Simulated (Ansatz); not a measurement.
One crystal and one scan (scan of one atom of the cell) at two levels, r2SCAN (plane waves to 500 eV, PAW, scalar-relativistic; Ansatz, an electronic-structure program) and PBEsol (plane waves to 420 eV, PAW, scalar-relativistic; Ansatz), each from its own relaxed cell and on its own mesh. The cell shown is that of r2SCAN.

Relaxed ZnS (zinc blende):

```
ZnS
1.0
    0.00000     2.69456     2.69456
    2.69456     0.00000     2.69456
    2.69456     2.69456     0.00000
S Zn
1 1
Direct
  0.75000   0.75000   0.75000
  0.00000   0.00000   0.00000
```

Scan: atom 2 (Zn, nearest neighbour S at 2.334 Å; its periodic images, 3.8 Å or more away, move with it) is displaced along Cartesian [110], direction (0.707, 0.707, 0.000) in Cartesian axes, by s. The other atoms stay.

E stands for the smeared free energy. ZnS was relaxed with its symmetry unable to fall. Percentages come from the unrounded values.

```tsv
quantity	r2SCAN	PBEsol	r2SCAN − PBEsol
Lattice constant a (Å)	5.389	5.357	+0.032 (+0.6 %)
Band gap of the relaxed cell, no spin-orbit coupling (eV)	2.70	2.09	+0.61 (+30 %)
Force constant k = d²E/ds² at s = 0 (finite differences) (eV/Å²)	5.91	6.15	-0.24 (-3.8 %)
```

r2SCAN gives the higher value for: lattice constant a; band gap of the relaxed cell, no spin-orbit coupling. r2SCAN gives the lower value for: force constant k = d²E/ds² at s = 0. Both give the same shape of the curve: a single well with its minimum at or next to zero displacement.

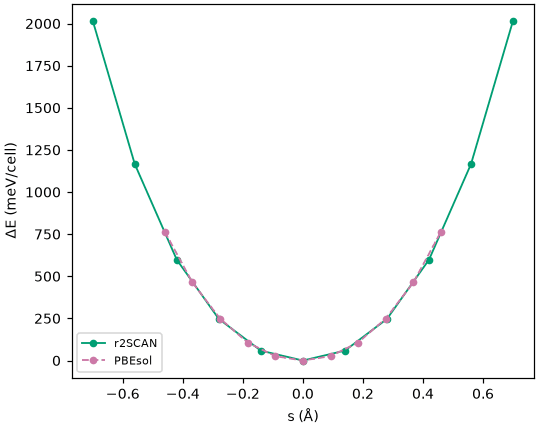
ΔE, each from the undisplaced structure of its own level.

(A displaced cell: forces are minus the slopes of the energy, force constants its curvatures, and phonons follow from these.)
